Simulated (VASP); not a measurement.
Input:

```yaml
crystal:
  lattice:
    - [0.00000, 2.93338, 2.93338]
    - [2.93338, 0.00000, 2.93338]
    - [2.93338, 2.93338, 0.00000]
  atoms:
    - { symbol: Cu, position: [0.00000, 0.00000, 0.00000] }
    - { symbol: I, position: [0.25000, 0.25000, 0.25000] }
```

All values below come from LDA (Ceperley-Alder, Perdew-Zunger), VASP's LDA PAW potentials (set 64) (plane waves; VASP). Run with 520 eV cut-off, 9×9×9 Γ-centred mesh, tetrahedra with Blöchl corrections, potentials Cu I.

Unless said otherwise, spin-orbit coupling is left out, though it shifts the bands of the heavy elements here.

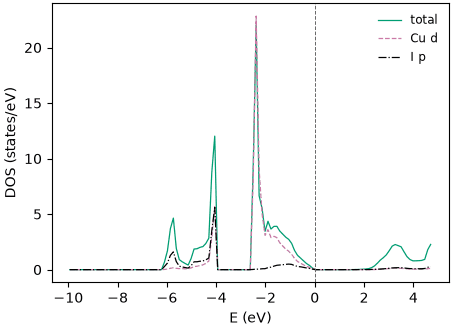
*Total and projected density of states, zero at the valence-band maximum*

Within 2 eV below the valence-band maximum the largest weight inside VASP's projection spheres is Cu d.

The gap is direct, 1.28 eV, from the valence maximum at Γ to the conduction minimum at Γ.

The compound is CuI in the zinc blende structure. It was relaxed first, which changed the volume by -9 %.
